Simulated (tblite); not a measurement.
# C7H10O2Si: the cost of one run

The runs use tblite 0.8.0 and PySCF 2.14.0, with density-fitted response routines of our own; the level of theory stands in each step. All values are computed, except where a source is named. Atoms are numbered from 0 throughout.

### Step 1. The molecule as given

20 atoms, charge 0, multiplicity 1; geometry from: force field or distance geometry start.

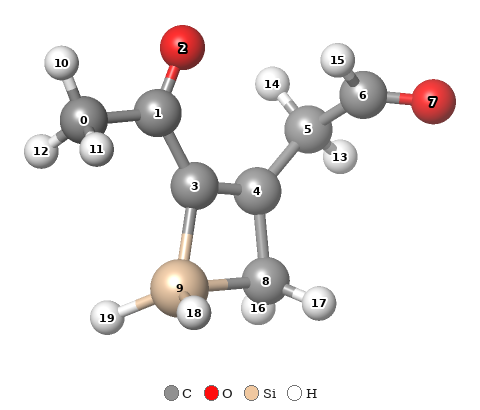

The starting geometry (carbon grey, oxygen red, silicon light orange, hydrogen white), atoms numbered.

### Step 2. Optimising the geometry with GFN2-xTB

What the job is given:

```
{"job": {"kind": "relax", "xc": "GFN2-xTB", "basis": "xTB"}, "charge": 0, "multiplicity": 1}
C      2.525900     0.848400     1.212800
C      1.243100     0.049200     1.070300
O      0.920500    -0.719400     1.991800
C      0.466000     0.248500    -0.177600
C     -0.646700    -0.452900    -0.529300
C     -1.440800    -1.628500     0.152400
C     -2.304700    -1.061400     1.238800
O     -3.527500    -1.101800     1.220800
C     -0.946800     0.245400    -1.896600
Si     0.557300     1.330800    -1.635700
H      3.015000     0.589700     2.149700
H      2.279500     1.915800     1.232900
H      3.191600     0.624600     0.398100
H     -2.058700    -2.133600    -0.588800
H     -0.752400    -2.352600     0.588300
H     -1.779600    -0.605600     2.108100
H     -0.891100    -0.391700    -2.778000
H     -1.895600     0.798400    -1.938800
H      0.302700     2.763700    -1.321300
H      1.737100     1.043600    -2.501000
```

On the command line:

```
$ OMP_NUM_THREADS=1 python probes_run.py task.json out
```

One launch serves the whole session: the jobs run in the order shown.

**Question.** How long does this first job take on 1 thread of Arm Neoverse N1, shared host, and how much memory does it need?

About 1.3 s, with a peak of 0.18 GiB.
